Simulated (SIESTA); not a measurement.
Band structure of In2Au3 (P-3m1, 5 atoms in the cell).

```xyz
5
Lattice="4.5740 0.0000 0.0000 -2.2870 3.9612 0.0000 0.0000 0.0000 5.6887" Properties=species:S:1:pos:R:3 pbc="T T T"
In     2.2870     1.3204     1.8299
In     0.0000     2.6408     3.8588
Au     2.2870     1.3204     4.5882
Au     0.0000     2.6408     1.1005
Au     0.0000     0.0000     0.0000
```

Level of theory: GGA PBEsol, numerical atomic orbitals DZP, PseudoDojo PBEsol standard norm-conserving potentials (rewritten from UPF to PSML) in SIESTA 5.4.2.

Settings: XC.functional = GGA; XC.authors = PBEsol; potentials = PseudoDojo PBEsol standard; PAO.BasisSize = DZP; PAO.EnergyShift = 0.01 Ry; MeshCutoff = 400 Ry; kgrid.MonkhorstPack = 7 7 5; OccupationFunction = MP; OccupationMPOrder = 0; ElectronicTemperature = 0.136 eV; MaxSCFIterations = 150; SCF.Mixer.Method = Pulay; SCF.Mixer.Weight = 0.1; SCF.Mixer.History = 6.

The starting cell comes from a database of computed structures (which also holds hypothetical and non-ambient phases and stackings), without a prior relaxation at this level. Its lattice was rescaled by a random factor within 2.5 % of one. Spin-orbit coupling is off. Values carry the incompleteness of an atom-centred basis.

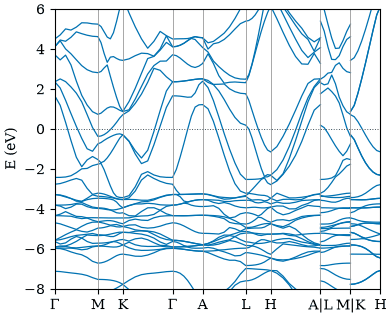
Bands along the path, energies from the Fermi level.

Levels in eV from the Fermi level, bands 39 to 44:
```csv
point,39,40,41,42,43,44
Γ,-2.77,-2.43,1.65,2.35,2.35,3.71
M,-3.22,-1.77,-1.54,-0.75,-0.38,0.73
K,-3.54,-3.44,-0.29,-0.29,0.71,0.87
A,-3.25,1.21,2.38,2.50,2.50,3.27
L,-3.33,-3.22,-2.53,0.18,1.75,2.31
H,-3.47,-2.79,-2.32,-2.32,-1.15,6.15
```

Bands cross the Fermi level along this path, so the cell is metallic at this level.

Higher empty bands are left out: an atom-centred basis made for the valence describes them poorly.
